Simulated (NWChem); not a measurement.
Geometry relaxation of GeHF3 (part 4 of 4)

The same run, continued: GeHF3; HF/6-31G*, RHF (NWChem 7.3.0). The geometry comes from this level: PBE0-D4/def2-TZVP.

Geometry of the input (Å):
```
F  -1.1007  1.1312  -0.3831
Ge -0.0000  0.0000  0.2675
F  1.5300  0.3877  -0.3831
F  -0.4293  -1.5189  -0.3831
H  -0.0000  0.0000  1.7838
```

What the program printed, continued
```
           1     0.12177     0.00184    -0.04558    -0.08035    -0.01102     0.03607
           2     0.09247    -0.07532     0.04684     0.08257    -0.00857    -0.03766
           3    -0.01434    -0.04248     0.08683    -0.04925     0.00010    -0.00356
           4    -0.01737     0.03389    -0.00000     0.00000     0.02778    -0.02548
           5    -0.03389    -0.01737     0.00000    -0.00000     0.02548     0.02778
           6    -0.00000    -0.00000    -0.06610     0.03753     0.00000     0.00000
           7    -0.06688     0.01645     0.06335     0.11169    -0.04290     0.02698
           8     0.10708     0.11333     0.01605     0.02830    -0.01766    -0.00577
           9    -0.02962     0.03365     0.08683    -0.04925    -0.00313     0.00169
          10     0.01478    -0.15423    -0.01777    -0.03134    -0.01909     0.00391
          11    -0.06361     0.03166    -0.06289    -0.11087    -0.04073    -0.02958
          12     0.04395     0.00882     0.08683    -0.04925     0.00303     0.00187
          13    -0.03944     0.07695    -0.00000    -0.00000    -0.66133     0.60656
          14    -0.07695    -0.03944     0.00000     0.00001    -0.60656    -0.66133
          15    -0.00000    -0.00000    -0.06215     0.03262     0.00000     0.00000

                   13          14          15

 P.Frequency      821.62      821.62     2390.39

           1    -0.02843     0.09382    -0.00021
           2     0.02322    -0.09803     0.00022
           3    -0.01780     0.06622    -0.00058
           4    -0.02427    -0.04081     0.00000
           5    -0.04081     0.02427    -0.00000
           6    -0.00000     0.00000    -0.01305
           7     0.09699     0.09563     0.00030
           8     0.02141     0.02738     0.00008
           9    -0.04845    -0.04852    -0.00058
          10     0.03584    -0.01389    -0.00008
          11     0.13093    -0.03376    -0.00029
          12     0.06625    -0.01770    -0.00058
          13    -0.18793    -0.31600     0.00000
          14    -0.31600     0.18793    -0.00000
          15    -0.00000     0.00000     0.98981

 ----------------------------------------------------------------------------
 Normal Eigenvalue ||    Projected Derivative Dipole Moments (debye/angs)
  Mode   [cm**-1]  ||      [d/dqX]             [d/dqY]           [d/dqZ]
 ------ ---------- || ------------------ ------------------ -----------------
    1       -0.000 ||      -0.123               0.131            -0.000
    2       -0.000 ||      -0.032               0.025            -0.000
    3       -0.000 ||      -0.001              -0.002            -0.000
    4        0.000 ||       0.242               0.007             0.000
    5        0.000 ||       0.067               0.249            -0.000
    6        0.000 ||      -0.039               0.033            -0.000
    7      249.194 ||      -0.287              -0.560            -0.000
    8      249.195 ||       0.560              -0.287            -0.000
    9      310.514 ||      -0.000               0.000            -1.305
   10      788.489 ||       0.000              -0.000             1.040
   11      794.491 ||       1.346               1.235             0.000
   12      794.491 ||      -1.235               1.346             0.000
   13      821.622 ||       0.524               0.881             0.000
   14      821.622 ||      -0.881               0.524             0.000
   15     2390.389 ||      -0.000               0.000            -1.034
 ----------------------------------------------------------------------------

 ----------------------------------------------------------------------------
 Normal Eigenvalue ||           Projected Infra Red Intensities
  Mode   [cm**-1]  || [atomic units] [(debye/angs)**2] [(KM/mol)] [arbitrary]
 ------ ---------- || -------------- ----------------- ---------- -----------
    1       -0.000 ||    0.001403           0.032         1.368       0.358
    2       -0.000 ||    0.000073           0.002         0.071       0.019
    3       -0.000 ||    0.000000           0.000         0.000       0.000
    4        0.000 ||    0.002550           0.059         2.486       0.650
    5        0.000 ||    0.002876           0.066         2.804       0.733
    6        0.000 ||    0.000113           0.003         0.110       0.029
    7      249.194 ||    0.017154           0.396        16.722       4.372
    8      249.195 ||    0.017154           0.396        16.722       4.372
    9      310.514 ||    0.073779           1.702        71.924      18.802
   10      788.489 ||    0.046892           1.082        45.712      11.950
   11      794.491 ||    0.144587           3.336       140.951      36.847
   12      794.491 ||    0.144588           3.336       140.951      36.848
   13      821.622 ||    0.045535           1.051        44.390      11.604
   14      821.622 ||    0.045534           1.051        44.389      11.604
   15     2390.389 ||    0.046355           1.069        45.189      11.813
 ----------------------------------------------------------------------------

 vib:animation  F

 Task  times  cpu:       24.3s     wall:       24.3s
 Total times  cpu:       50.6s     wall:       50.6s
```

Trajectory as extended XYZ (Å, eV, eV/Å), 3 frames, from step=0 to step=2
```
5
Properties=species:S:1:pos:R:3:forces:R:3 step=0 energy=-64601.99159
F    -1.1007    1.1312   -0.3831    0.3631  -0.3732   0.2137
Ge    0.0000    0.0000    0.2675    0.0000   0.0000  -0.5967
F     1.5300    0.3876   -0.3831   -0.5048  -0.1279   0.2137
F    -0.4293   -1.5189   -0.3831    0.1416   0.5011   0.2137
H     0.0000    0.0000    1.7838    0.0000   0.0000  -0.0443
5
Properties=species:S:1:pos:R:3:forces:R:3 step=1 energy=-64602.00437
F    -1.0909    1.1211   -0.3806   -0.0079   0.0081   0.0039
Ge    0.0000    0.0000    0.2645    0.0000   0.0000  -0.0127
F     1.5164    0.3842   -0.3806    0.0110   0.0028   0.0039
F    -0.4255   -1.5053   -0.3806   -0.0031  -0.0109   0.0039
H     0.0000    0.0000    1.7793    0.0000   0.0000   0.0011
5
Properties=species:S:1:pos:R:3:forces:R:3 step=2 energy=-64602.00440
F    -1.0916    1.1218   -0.3800    0.0012  -0.0012   0.0010
Ge    0.0000    0.0000    0.2635    0.0000   0.0000  -0.0042
F     1.5173    0.3844   -0.3800   -0.0017  -0.0004   0.0010
F    -0.4257   -1.5062   -0.3800    0.0005   0.0017   0.0010
H     0.0000    0.0000    1.7784    0.0000   0.0000   0.0012
```

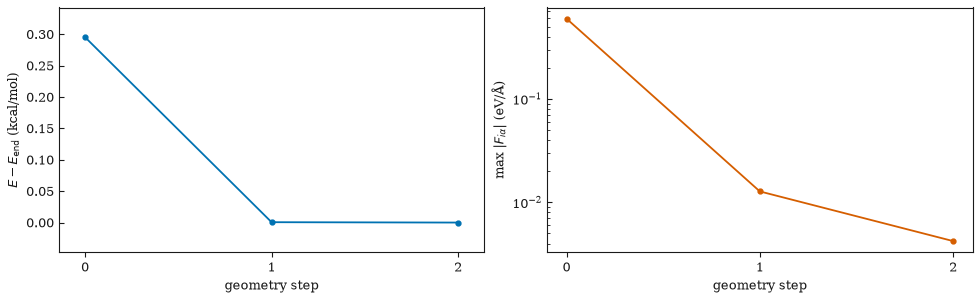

**Figure 1.** Progress of the relaxation, step by step (steps are counted from 0). After 2 geometry steps the energy has fallen by 0.30 kcal/mol. The largest force component goes from 0.6 to 0.0042 eV/Å. The largest moves after the best rigid fit, 0.014 Å, are those of F1, F3 and F4. By element the largest moves are F 0.014 Å, H 0.005 Å, Ge 0.004 Å. Among the contacts that change: F1–Ge2 1.707 → 1.692 Å. (Atoms are counted from 1 in the order of the input.)

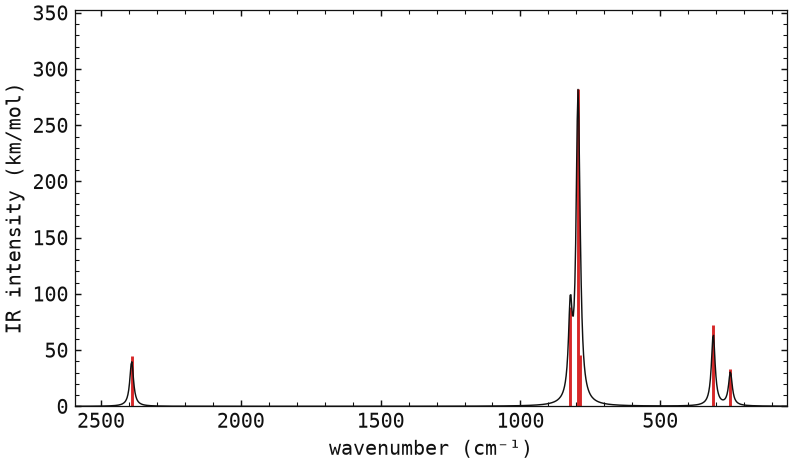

**Figure 2.** Harmonic infrared spectrum, unscaled: sticks (degenerate modes added up, dark ones marked on the axis) with a Lorentzian envelope of 16 cm⁻¹ full width, scaled to the tallest stick. 9 modes from 249 to 2390 cm⁻¹, none imaginary. The strongest line is at 794 cm⁻¹ (282 km/mol). All modes, in cm⁻¹ (km/mol): 249 (16.7), 249 (16.7), 311 (72), 788 (46), 794 (141), 794 (141), 822 (44), 822 (44), 2390 (45).

Key numbers

| quantity | value |
| --- | --- |
| outcome | converged |
| total energy | −2374.079873 hartree |
| basis functions | 76 |
| largest force | 0.004 eV/Å |
| zero-point energy | 0.016441 hartree |
| wavenumbers, lowest and highest | 249 and 2390 cm⁻¹ |
| hardware | 1 thread of AMD EPYC (Zen 5), 16 GiB of memory available, shared host |
| wall time | 51 s |
| peak memory | 0.14 GiB |
